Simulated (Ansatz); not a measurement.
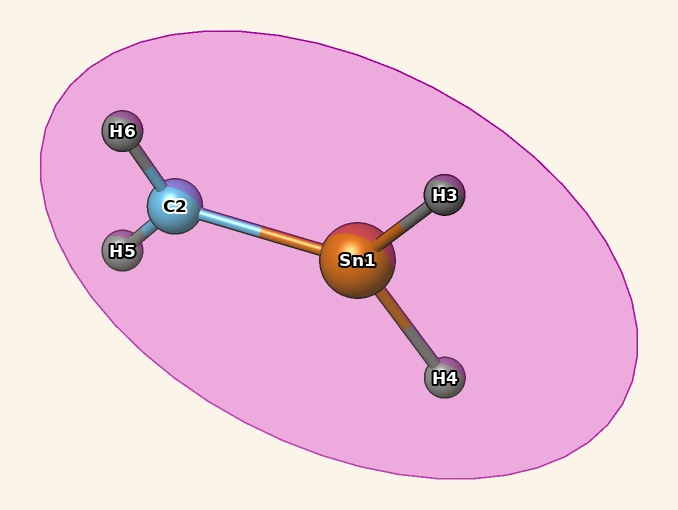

A disc through the centre of mass is drawn in. Atoms fade into the background with distance from the viewer. The computed structure is the end point of a PBE0-D4/def2-TZVP optimisation.

Q: Is the plane of the disc a mirror plane of the structure?

A: Yes. The reflection leaves Sn1, C2, H3, H4, H5, H6 in place. The point group is C2v.
